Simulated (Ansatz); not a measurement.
Run report: BPH5O2F, geometry relaxation (part 1 of 2)

- system: BPH5O2F
- method: RKS PBE0/def2-SVP (Ansatz 0.2.0)

The input holds or restrains some coordinates. Forces given for the steps count only the free coordinates. It belongs to a series of runs on one base structure; here: pulled along the bonds that form and break, towards end A. Figures and captions count atoms from 1; the log counts them from 0 in places.

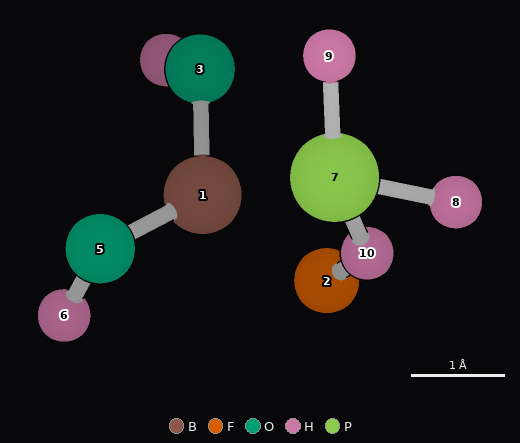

The input geometry (ball-and-stick view, seen at a tilt; atoms are numbered from 1 in the order of the input). Bond lengths as drawn: B–O 1.41 Å, F–H 1.07 Å, H–O 1.01 Å and H–P 1.41 to 1.42 Å.

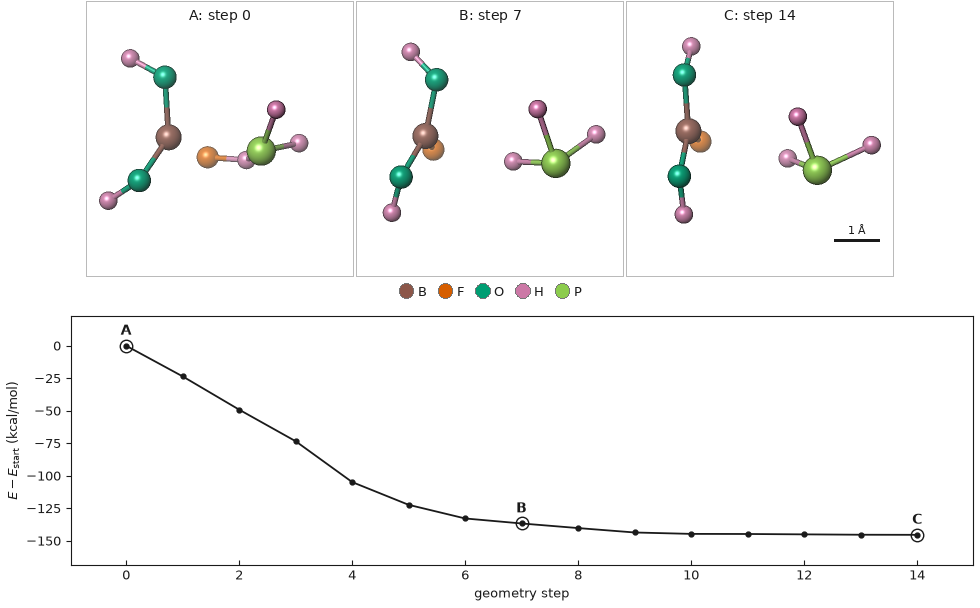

Frames of the restrained relaxation (ball-and-stick view, seen at a tilt) above the curves, on which the letters mark them (the first geometry is step 0 here and step 1 in the log).

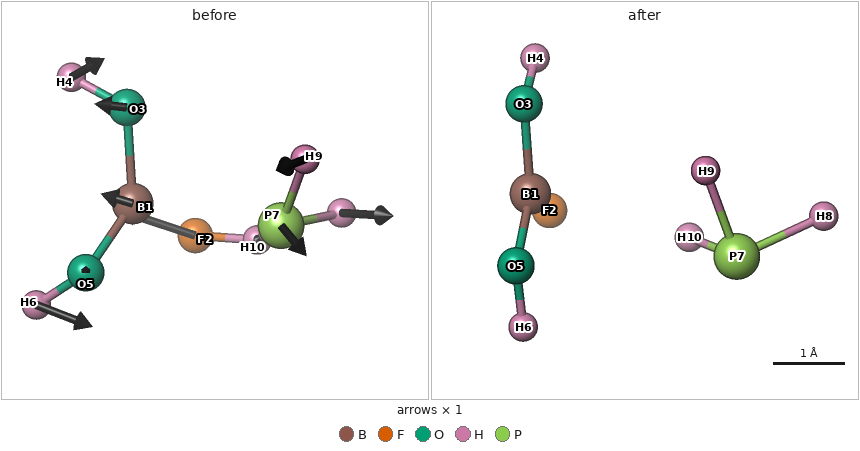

Before (left) and after (right) the restrained relaxation, at one scale (ball-and-stick view, seen at a tilt). The black arrows give the displacements, at true length. F2 moves most after the best rigid fit: 1.13 Å. By element the largest moves are F 1.13 Å, H 0.95 Å, P 0.57 Å, B 0.48 Å, O 0.47 Å. Among the contacts that change: F2–H10 1.067 → 2.131 Å, B1–F2 1.670 → 1.336 Å, B1–O3 1.410 → 1.352 Å, O3–H4 1.010 → 0.961 Å. Bonds break: F2–H10 (1.07 → 2.13 Å). Among the angles that change: H9–P7–H10 146.6° → 93.2°, H8–P7–H10 53.5° → 93.2°, H8–P7–H9 109.4° → 93.5°. Over 14 geometry steps the energy falls by 145.4 kcal/mol. The largest force component goes from 6 to 0.58 eV/Å. (Atoms are counted from 1 in the order of the input.)

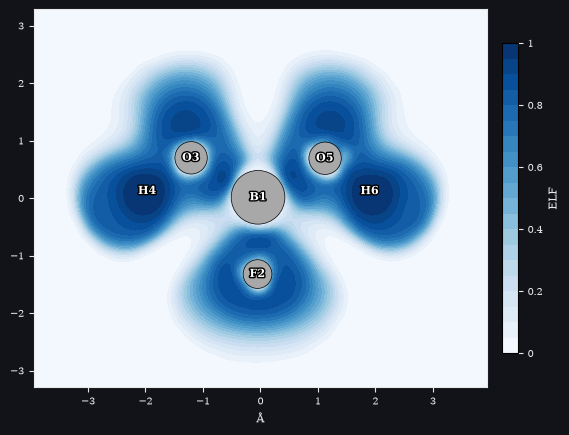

ELF on the plane of atoms F2, B1 and O5. Grey discs, where drawn, cover atomic cores. B–F (1.34 Å): the ELF peaks at about 0.90 between the atoms (a shared but strongly polarised pair). O–H (0.96 Å): the ELF climbs to about 1 towards the hydrogen, as it does in any bond to H; a covalent bond by its length.

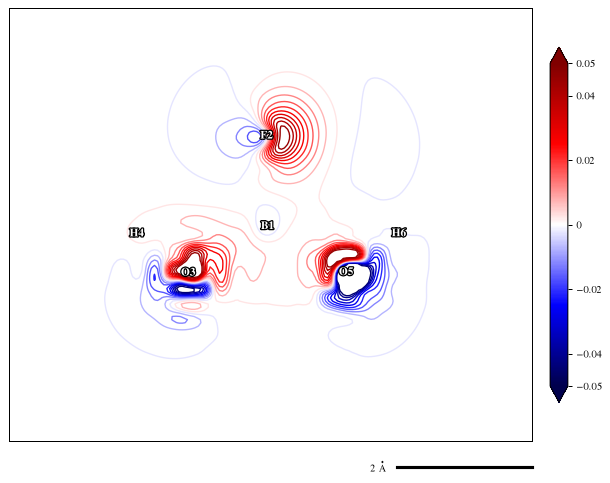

One frontier orbital on the plane of atoms O3, B1 and O5 (values in Å⁻³ᐟ²; the overall sign is arbitrary). The HOMO−1, at −9.53 eV.

The input and output of the run follow.

The input
```yaml
crystal:
  periodic: [false, false, false]
  atoms:
    - { symbol: B, position_ang: [0.0, 0.0, 0.0] }
    - { symbol: F, position_ang: [0.0, 0.0, 1.67] }
    - { symbol: O, position_ang: [1.2211, 0.0, -0.705] }
    - { symbol: H, position_ang: [1.5209, -0.9519, -0.8599] }
    - { symbol: O, position_ang: [-1.2211, 0.0, -0.705] }
    - { symbol: H, position_ang: [-1.7308, -0.8467, -0.4965] }
    - { symbol: P, position_ang: [0.0991, 2.0949, 0.6969] }
    - { symbol: H, position_ang: [0.6595, 2.1347, 2.001] }
    - { symbol: H, position_ang: [0.9104, 2.8515, -0.1895] }
    - { symbol: H, position_ang: [0.0504, 1.0661, 1.6663] }
basis:
  gaussian: { orbitals: def2-SVP }
hamiltonian:
  xc: pbe0
relax:
  f_tol: 0.15
  max_steps: 25
  restrain:
    - { distance: [0, 6], at: 3.11, k: 30.0 }
    - { distance: [9, 1], at: 2.12, k: 30.0 }
    - { distance: [0, 1], at: 1.32, k: 30.0 }
    - { distance: [9, 6], at: 1.42, k: 30.0 }
output:
  orbitals: {}
```

Run as:
```bash
ansatz run input.yaml --threads 2 --pin off --max-ram 3072MiB --backend cpu --events-out ev --progress --plain --runs-dir out
```

The program's output
```
The last accepted step is kept in [file] (removed where the run ends without a failure and the disk answers)
Engine: ansatz 0.2.0, aarch64-unknown-linux-gnu
Functional definition: PBE0
  parameter a = 0.25
  parameter kappa = 0.804
  parameter beta = 0.06672455060314922
  exchange = (1 - a)*pbe_x(kappa = kappa, mu = beta*pi^2/3) + a*exact_x
  correlation = pbe_c(beta = beta)
1042 factors; integrals over basis functions are off by at most 3.5e-4 eV
mean field evaluation 1: about -16828.6288 eV, gradient 6.0e1 eV
mean field evaluation 2: about -16819.1729 eV, gradient 9.4e1 eV
mean field evaluation 4: about -16835.0786 eV, gradient 4.1e0 eV
mean field evaluation 8: about -16835.1550 eV, gradient 1.2e-1 eV
mean field evaluation 16: about -16835.1550 eV, gradient 3.8e-5 eV
mean field -16835.15503410 eV, -618.6805362252 hartree, gradient 3.8e-5 eV, S^2 0.000000; 0 other end points of the search recorded, 0 dependent functions left out
the calculation of the forces begins
reference -16835.15505793 eV, -618.6805371010 hartree; 25, 25 occupied and 74, 74 virtual orbitals, 1042 factors
relax step   1: F+E_penalty+E_count = -16835.15503410 eV  Δ(F+E_penalty+E_count) = +0.000e0 eV  max|allowed force component| = 6.039e0 eV/Å  E_restraint = 30.61074313 eV  max|allowed force component, restraints' pulls added| = 3.639e1 eV/Å  Δτ_max = 0.0000 Å  (28 SCF iters, accepted)
  distance B 0 - P 6 = 2.2100 Å
  distance H 9 - F 1 = 1.0673 Å
  distance B 0 - F 1 = 1.6700 Å
  distance H 9 - P 6 = 1.4144 Å
these checks for a lower state are left out or cut short: starts, cluster_reference, orbital_swaps, neighbouring_geometries, increment
1042 factors; integrals over basis functions are off by at most 4.1e-4 eV
mean field -16836.17642509 eV, -618.7180716518 hartree, gradient 2.0e-5 eV, S^2 0.000000; 0 other end points of the search recorded, 0 dependent functions left out
[... from here on the field's lines of each further geometry are left out, up to the last ...]
relax step   2: F+E_penalty+E_count = -16836.17642509 eV  Δ(F+E_penalty+E_count) = -1.021e0 eV  max|allowed force component| = 3.749e0 eV/Å  E_restraint = 16.02192707 eV  max|allowed force component, restraints' pulls added| = 2.620e1 eV/Å  Δτ_max = 0.1948 Å  (35 SCF iters, accepted)
relax step   3: F+E_penalty+E_count = -16837.28564110 eV  Δ(F+E_penalty+E_count) = -1.109e0 eV  max|allowed force component| = 3.399e0 eV/Å  E_restraint = 5.77905514 eV  max|allowed force component, restraints' pulls added| = 1.572e1 eV/Å  Δτ_max = 0.1949 Å  (35 SCF iters, accepted)
relax step   4: F+E_penalty+E_count = -16838.33854400 eV  Δ(F+E_penalty+E_count) = -1.053e0 eV  max|allowed force component| = 2.261e0 eV/Å  E_restraint = 0.90107741 eV  max|allowed force component, restraints' pulls added| = 7.002e0 eV/Å  Δτ_max = 0.1948 Å  (28 SCF iters, accepted)
relax step   5: F+E_penalty+E_count = -16839.70044027 eV  Δ(F+E_penalty+E_count) = -1.362e0 eV  max|allowed force component| = 1.844e0 eV/Å  E_restraint = 0.04066629 eV  max|allowed force component, restraints' pulls added| = 1.909e0 eV/Å  Δτ_max = 0.1932 Å  (35 SCF iters, accepted)
relax step   6: F+E_penalty+E_count = -16840.45943522 eV  Δ(F+E_penalty+E_count) = -7.590e-1 eV  max|allowed force component| = 1.296e0 eV/Å  E_restraint = 0.03265035 eV  max|allowed force component, restraints' pulls added| = 2.106e0 eV/Å  Δτ_max = 0.1923 Å  (27 SCF iters, accepted)
relax step   7: F+E_penalty+E_count = -16840.91405550 eV  Δ(F+E_penalty+E_count) = -4.546e-1 eV  max|allowed force component| = 9.751e-1 eV/Å  E_restraint = 0.02578252 eV  max|allowed force component, restraints' pulls added| = 1.213e0 eV/Å  Δτ_max = 0.1952 Å  (27 SCF iters, accepted)
relax step   8: F+E_penalty+E_count = -16841.08111388 eV  Δ(F+E_penalty+E_count) = -1.671e-1 eV  max|allowed force component| = 6.306e-1 eV/Å  E_restraint = 0.01859693 eV  max|allowed force component, restraints' pulls added| = 7.276e-1 eV/Å  Δτ_max = 0.1999 Å  (29 SCF iters, accepted)
relax step   9: F+E_penalty+E_count = -16841.23461359 eV  Δ(F+E_penalty+E_count) = -1.535e-1 eV  max|allowed force component| = 6.158e-1 eV/Å  E_restraint = 0.01204523 eV  max|allowed force component, restraints' pulls added| = 5.763e-1 eV/Å  Δτ_max = 0.2000 Å  (28 SCF iters, accepted)
relax step  10: F+E_penalty+E_count = -16841.38155758 eV  Δ(F+E_penalty+E_count) = -1.469e-1 eV  max|allowed force component| = 5.943e-1 eV/Å  E_restraint = 0.00953224 eV  max|allowed force component, restraints' pulls added| = 5.465e-1 eV/Å  Δτ_max = 0.2000 Å  (28 SCF iters, accepted)
relax step  11: F+E_penalty+E_count = -16841.42843163 eV  Δ(F+E_penalty+E_count) = -4.687e-2 eV  max|allowed force component| = 5.625e-1 eV/Å  E_restraint = 0.01224845 eV  max|allowed force component, restraints' pulls added| = 4.732e-1 eV/Å  Δτ_max = 0.1996 Å  (28 SCF iters, accepted)
relax step  12: F+E_penalty+E_count = -16841.43186139 eV  Δ(F+E_penalty+E_count) = -3.430e-3 eV  max|allowed force component| = 7.892e-1 eV/Å  E_restraint = 0.00674446 eV  max|allowed force component, restraints' pulls added| = 4.906e-1 eV/Å  Δτ_max = 0.2000 Å  (27 SCF iters, accepted)
relax step  13: F+E_penalty+E_count = -16841.44430083 eV  Δ(F+E_penalty+E_count) = -1.244e-2 eV  max|allowed force component| = 5.429e-1 eV/Å  E_restraint = 0.00651622 eV  max|allowed force component, restraints' pulls added| = 4.176e-1 eV/Å  Δτ_max = 0.0532 Å  (29 SCF iters, accepted)
relax step  14: F+E_penalty+E_count = -16841.45659665 eV  Δ(F+E_penalty+E_count) = -1.230e-2 eV  max|allowed force component| = 4.840e-1 eV/Å  E_restraint = 0.00704772 eV  max|allowed force component, restraints' pulls added| = 2.901e-1 eV/Å  Δτ_max = 0.1617 Å  (29 SCF iters, accepted)
the calculation of the forces begins
reference -16841.45987235 eV, -618.9122347574 hartree; 25, 25 occupied and 74, 74 virtual orbitals, 1042 factors
relax step  15: F+E_penalty+E_count = -16841.45984892 eV  Δ(F+E_penalty+E_count) = -3.252e-3 eV  max|allowed force component| = 5.806e-1 eV/Å  E_restraint = 0.00631367 eV  max|allowed force component, restraints' pulls added| = 5.622e-2 eV/Å  Δτ_max = 0.0708 Å  (29 SCF iters, accepted)
  distance B 0 - P 6 = 3.1172 Å
  distance H 9 - F 1 = 2.1305 Å
  distance B 0 - F 1 = 1.3357 Å
  distance H 9 - P 6 = 1.4237 Å
1042 factors; integrals over basis functions are off by at most 7.2e-4 eV
mean field evaluation 128: about -16841.4598 eV, gradient 3.1e-2 eV
mean field -16841.45984892 eV, -618.9122338961 hartree, gradient 9.1e-6 eV, S^2 0.000000; 1 other end points of the search recorded, 0 dependent functions left out
the calculation of the forces begins
reference -16841.45987235 eV, -618.9122347574 hartree; 25, 25 occupied and 74, 74 virtual orbitals, 1042 factors
Total energy: -16841.45987235 eV, -618.9122347574 hartree
Atom 0 at     0.024655    -0.432638    -0.212207 Å, force     0.022598    -0.071385    -0.580631 eV/Å
Atom 1 at     0.061569    -0.918118     1.031553 Å, force     0.006408    -0.455810     0.377786 eV/Å
Atom 2 at     1.149177    -0.400505    -0.962464 Å, force    -0.038869     0.001290     0.001209 eV/Å
Atom 3 at     1.913281    -0.746936    -0.493411 Å, force     0.015609    -0.008834     0.010155 eV/Å
Atom 4 at    -1.134660     0.012326    -0.741416 Å, force     0.001578    -0.013517    -0.004220 eV/Å
Atom 5 at    -1.873850    -0.034730    -0.127990 Å, force     0.003385     0.005312     0.002550 eV/Å
Atom 6 at    -0.197518     2.408873     1.049973 Å, force    -0.037705     0.337546     0.071000 eV/Å
Atom 7 at     0.722684     3.079798     1.914057 Å, force    -0.003118     0.001061     0.001101 eV/Å
Atom 8 at     0.761795     2.249053     0.007376 Å, force     0.004953     0.023936    -0.002262 eV/Å
Atom 9 at     0.082368     1.131476     1.612830 Å, force     0.025160     0.180402     0.123311 eV/Å
Dipole moment:     0.181427    -0.200643     0.284040 e Å
```
